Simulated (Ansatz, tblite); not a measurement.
# Sn26H32 hole sphere (Sn₂₆H₃₁Br): rung by rung

How do method and basis change the picture of Sn26H32 hole sphere (Sn₂₆H₃₁Br) (singlet)?

The runs use Ansatz 0.2.0, Gaussian basis; as each input shows.

The runs, in order: GFN1-xTB, GFN2-xTB, PBE-D4/def2-SVP, r2SCAN-D4/def2-SVP, B3LYP-D4/def2-SVP, PBE0-D4/def2-TZVP, PBE-D4/def2-TZVP, MP2/def2-SVP.

1 further run of the same task is left out (set aside as unsound or not needed). Runs told in other sessions of the task aren't counted.

### 1 The geometry

The geometry is that of the singlet, from an earlier relaxation (r2SCAN-D4/def2-SVP).

58 atoms, charge 0, spin multiplicity 1.

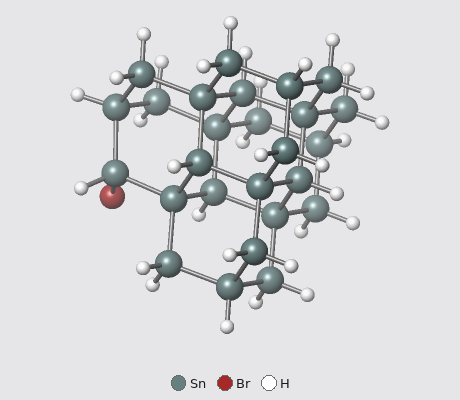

The structure; tin teal, bromine red, hydrogen white.

Sn takes a core potential in the def2 sets. No spin-orbit coupling is included.

PBE0-D4/def2-SVP was run before; its log isn't repeated, and its numbers join the tables.

### 2 GFN1-xTB

Tight binding, by tblite at 300 K electronic temperature and without a spin-polarisation term:

```python
tblite.interface.Calculator('GFN1-xTB', numbers, positions, charge=0, uhf=0).singlepoint()
```

Energy -2352.7969 eV, HOMO -10.29 eV, LUMO -9.19 eV; 0.69 s.

### 3 GFN2-xTB

Tight binding, by tblite at 300 K electronic temperature and without a spin-polarisation term:

```python
tblite.interface.Calculator('GFN2-xTB', numbers, positions, charge=0, uhf=0).singlepoint()
```

Energy -2049.9777 eV, HOMO -10.77 eV, LUMO -10.11 eV; 2.1 s.

### 4 PBE-D4/def2-SVP

start.molden holds the orbitals of an earlier run on this state, given as this run's starting guess.

The input, in.yaml:

```yaml
crystal:
  periodic: [false, false, false]
  atoms:
    - {symbol: Sn, position_ang: [-4.855325, -1.609690, -1.553114]}
    - {symbol: Sn, position_ang: [-4.858872, 1.724214, 1.632056]}
    - {symbol: Sn, position_ang: [-1.622598, -4.849622, -1.603579]}
    - {symbol: Sn, position_ang: [1.679463, -4.834534, 1.640976]}
    - {symbol: Sn, position_ang: [-1.671521, -1.632030, -4.826058]}
    - {symbol: Sn, position_ang: [-1.596914, 1.604060, -1.566996]}
    - {symbol: Sn, position_ang: [1.614884, -1.590346, -1.610460]}
    - {symbol: Sn, position_ang: [1.610087, 1.633655, -4.883031]}
    - {symbol: Sn, position_ang: [-1.558557, -1.592485, 1.648043]}
    - {symbol: Sn, position_ang: [-1.732604, 1.544902, 4.734502]}
    - {symbol: Sn, position_ang: [1.712907, -1.611491, 4.888219]}
    - {symbol: Sn, position_ang: [1.669232, 1.639090, 1.567864]}
    - {symbol: Sn, position_ang: [1.675179, 4.869949, -1.678980]}
    - {symbol: Sn, position_ang: [-1.553552, 4.929916, 1.616163]}
    - {symbol: Sn, position_ang: [4.894286, 1.635021, -1.698197]}
    - {symbol: Sn, position_ang: [4.906067, -1.604021, 1.624847]}
    - {symbol: Sn, position_ang: [-3.277614, -3.243469, -3.192452]}
    - {symbol: Sn, position_ang: [-3.247787, 0.020734, 0.078486]}
    - {symbol: Sn, position_ang: [-3.238563, 3.368093, 3.221910]}
    - {symbol: Sn, position_ang: [0.025603, -3.247936, 0.013702]}
    - {symbol: Sn, position_ang: [3.314316, -3.232638, 3.257348]}
    - {symbol: Sn, position_ang: [-0.010722, 0.008958, -3.260421]}
    - {symbol: Sn, position_ang: [0.040458, 3.294036, -0.021043]}
    - {symbol: Sn, position_ang: [3.313213, 0.010402, -0.036029]}
    - {symbol: Sn, position_ang: [3.272918, 3.250239, -3.312592]}
    - {symbol: Sn, position_ang: [0.106393, 0.012593, 3.254171]}
    - {symbol: Br, position_ang: [-3.491818, -0.219531, 5.317833]}
    - {symbol: H, position_ang: [-5.883391, -2.575049, -0.563946]}
    - {symbol: H, position_ang: [-5.874549, -0.614643, -2.523050]}
    - {symbol: H, position_ang: [-5.787783, 2.707276, 0.560168]}
    - {symbol: H, position_ang: [-5.959545, 0.824848, 2.596179]}
    - {symbol: H, position_ang: [-2.572440, -5.885966, -0.607665]}
    - {symbol: H, position_ang: [-0.646745, -5.860872, -2.600903]}
    - {symbol: H, position_ang: [2.659147, -5.851536, 0.653305]}
    - {symbol: H, position_ang: [0.709732, -5.865092, 2.623665]}
    - {symbol: H, position_ang: [-2.650371, -0.644543, -5.843826]}
    - {symbol: H, position_ang: [-0.697280, -2.609725, -5.857891]}
    - {symbol: H, position_ang: [-2.608603, 2.604792, -2.553057]}
    - {symbol: H, position_ang: [2.606651, -2.586950, -2.620184]}
    - {symbol: H, position_ang: [0.618790, 2.615482, -5.894222]}
    - {symbol: H, position_ang: [2.557926, 0.635902, -5.920160]}
    - {symbol: H, position_ang: [-2.511582, -2.613518, 2.659932]}
    - {symbol: H, position_ang: [-1.199283, 2.091442, 6.282515]}
    - {symbol: H, position_ang: [0.707440, -2.568501, 5.904938]}
    - {symbol: H, position_ang: [2.689250, -0.623004, 5.906268]}
    - {symbol: H, position_ang: [2.676526, 2.636749, 2.561828]}
    - {symbol: H, position_ang: [0.684556, 5.898274, -2.643504]}
    - {symbol: H, position_ang: [2.658650, 5.890221, -0.698296]}
    - {symbol: H, position_ang: [-2.514965, 5.969500, 0.634509]}
    - {symbol: H, position_ang: [-0.557347, 5.938438, 2.596162]}
    - {symbol: H, position_ang: [5.904806, 0.638648, -2.675209]}
    - {symbol: H, position_ang: [5.931315, 2.612607, -0.729777]}
    - {symbol: H, position_ang: [5.941648, -2.577387, 0.650713]}
    - {symbol: H, position_ang: [5.919527, -0.599351, 2.591004]}
    - {symbol: H, position_ang: [-4.293720, -4.239124, -4.175163]}
    - {symbol: H, position_ang: [-4.173157, 4.353792, 4.289282]}
    - {symbol: H, position_ang: [4.325823, -4.227868, 4.245432]}
    - {symbol: H, position_ang: [4.260613, 4.242990, -4.326714]}
basis:
  gaussian: {orbitals: def2-SVP, fitting: {mean_field: def2-universal-jkfit}, initial_orbitals: start.molden}
hamiltonian: {xc: pbe, dispersion: d4}
scf: {omitted_lower_state_checks: [starts]}
output: {orbitals: {seedname: orbitals}}
```

Run with:

```bash
$ ansatz run in.yaml --threads 11 --pin off --events-out ev --progress --plain --max-ram 174080MiB --backend cuda --devices 0, --max-vram 75GiB
```

The runs that follow: r2SCAN-D4/def2-SVP; B3LYP-D4/def2-SVP; PBE0-D4/def2-TZVP; PBE-D4/def2-TZVP; MP2/def2-SVP.

Q: Predict the results of all the runs planned. Wanted: gap in def2-SVP, named functionals, smallest and largest; correlation energy, MP2/def2-SVP; binding an atom, functionals in def2-SVP; PBE0 total energy, smallest basis above largest.

The runs gave:

| quantity | value |
| --- | --- |
| gap in def2-SVP, named functionals, smallest and largest | 2.67 eV (PBE-D4), 4.17 eV (PBE0-D4) |
| correlation energy, MP2/def2-SVP | -85.50 eV |
| binding an atom, functionals in def2-SVP | 2.48 (B3LYP-D4) to 2.51 eV (PBE-D4) |
| PBE0 total energy, smallest basis above largest | 13.14 eV (def2-SVP, def2-TZVP) |

What this shows: Orbital gaps of the named functionals in def2-SVP span 2.67 eV (PBE-D4) to 4.17 eV (PBE0-D4); exact exchange widens it.
